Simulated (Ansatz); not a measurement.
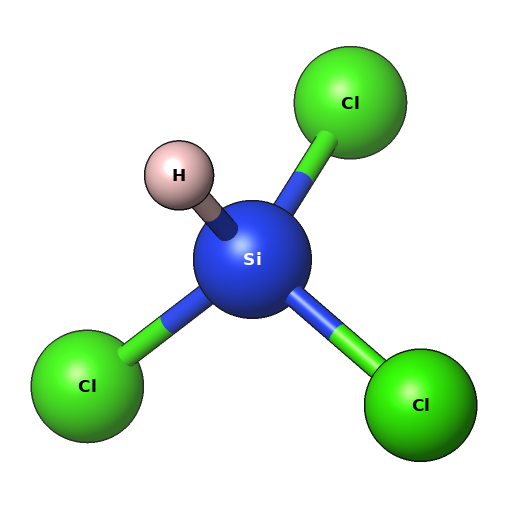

**Which formula does it have?**

Cl3HSi, 5 atoms: 3 chlorine, 1 hydrogen and 1 silicon.

**How many sets of symmetry-equivalent atoms are there?**

3: 1 Si, 1 H, 3 Cl.

**Which point group does it belong to?**

C3v.

More results for the same structure follow; atom numbers are the same in all pictures, views and colours differ. The computed structure is the end point of a PBE0-D4/def2-TZVP optimisation.

### Dipole moment

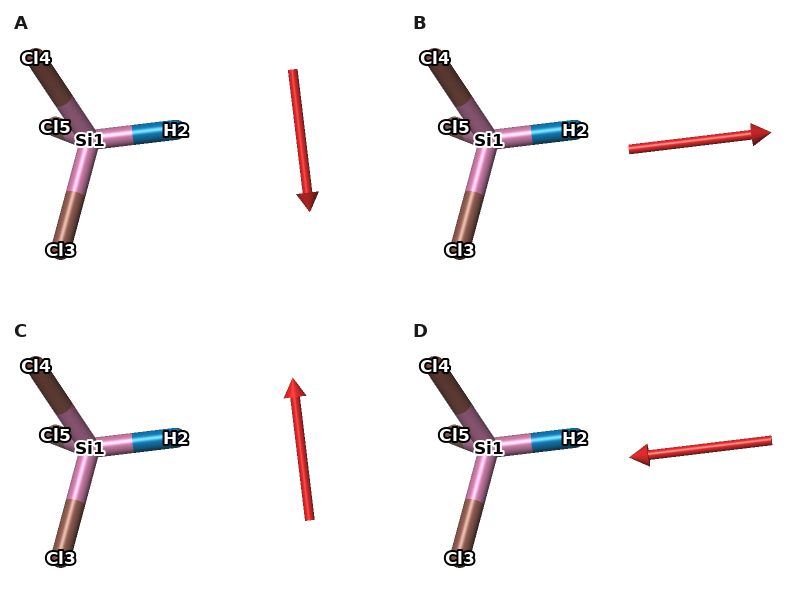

The same molecule four times, each with an arrow. Level of theory: RKS PBE0-D4/def2-TZVP (Ansatz 0.2.0).

**Which arrow points along the dipole moment, from the negative to the positive end?**

B. The dipole moment is 0.78 D; it points from the side of Cl3, Cl4, Cl5 to the side of H2 (the outermost atoms at the two ends).

### Electronic properties

Properties computed with RKS PBE0-D4/def2-TZVPP (Ansatz 0.2.0).

**Give the LUMO energy (Kohn–Sham orbital) at this level.**

−0.06 eV.

**Estimate the HOMO energy (Kohn–Sham orbital).**

−9.39 eV.

### Vibrations

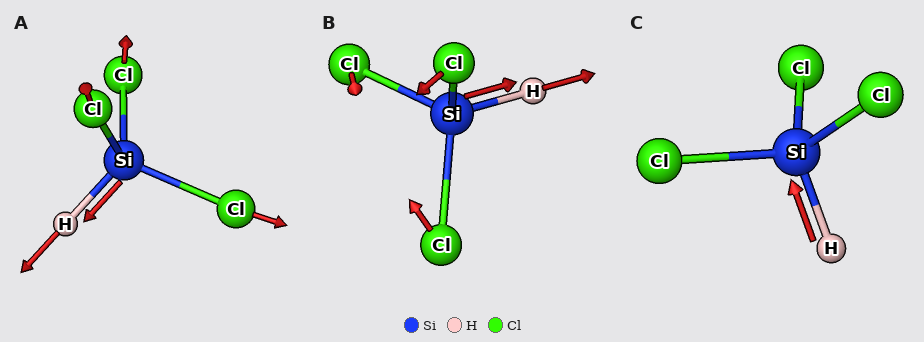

3 normal modes of one molecule or complex, as arrows. Harmonic vibrations computed with RKS PBE0-D4/def2-TZVP (Ansatz 0.2.0) at a stationary point of the same level.

**Match the panels to the wavenumbers 250 cm⁻¹, 496 cm⁻¹, 2308 cm⁻¹.**

A: 496 cm⁻¹
B: 250 cm⁻¹, angle bending
C: 2308 cm⁻¹, Si–H stretching
